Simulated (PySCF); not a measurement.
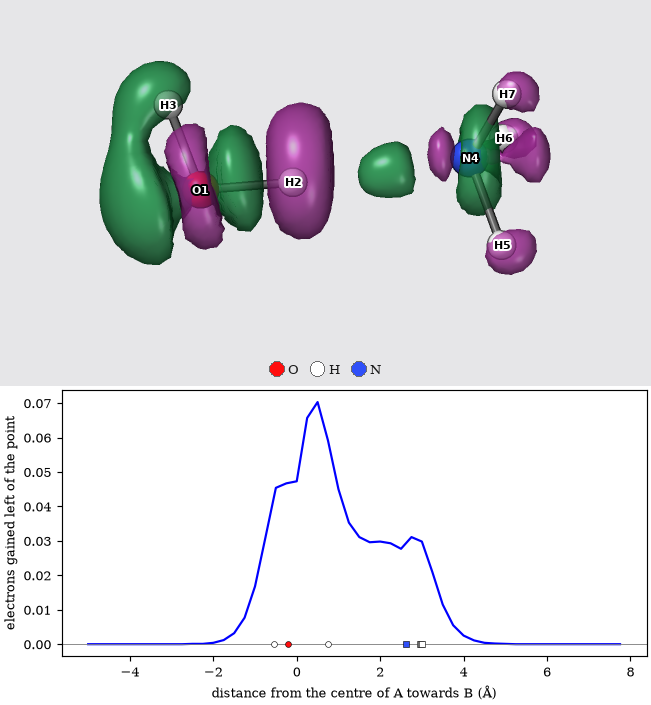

H$_{5}$NO, SMILES `O.N`. Density of the complex less the densities of the two fragments at the same geometry, ±0.01 e/Å³ (green: gain, purple: loss). Fragment A: H2O (atoms 1–3); fragment B: NH3. Below: the charge-displacement curve along the line of centres (A on the left).

Method: PBE/cc-pVDZ; geometry: GFN2-xTB; program: PySCF.

Cartesian coordinates (Å):

```
O1      -1.5132   -0.0992    0.0003
H2      -0.5397   -0.0945    0.0028
H3      -1.7853    0.8197    0.0003
N4       1.3349    0.0188    0.0009
H5       1.6013   -0.9213    0.2668
H6       1.7067    0.1961   -0.9242
H7       1.7780    0.6617    0.6456
```

> How is the density rearranged on binding?

Hirshfeld charges show 0.034 e passing from B to A. By Hirshfeld charges, electrons gather most on O1 (−0.041 e) and leave H2 most (+0.024 e); 0.10 e is displaced in all, which induces a dipole of 0.87 D.

> What is the interaction energy, and which contacts carry it?

The counterpoise-corrected interaction energy of the frozen fragments is −6.1 kcal/mol without dispersion correction and −6.7 kcal/mol with D3(BJ). The pair geometry is semi-empirical, not a minimum at this level. Contacts: H2···N4, hydrogen bond, 1.88 Å, ρ = 0.037 a.u. The pose is a local one from a semi-empirical search, not shown to be the most stable.

The PySCF run took 9.2 s on 1 thread of Intel(R) Xeon(R) Platinum 8275CL CPU @ 3.00GHz (Skylake/Cascade Lake) (shared host), peak memory 0.26 GiB.
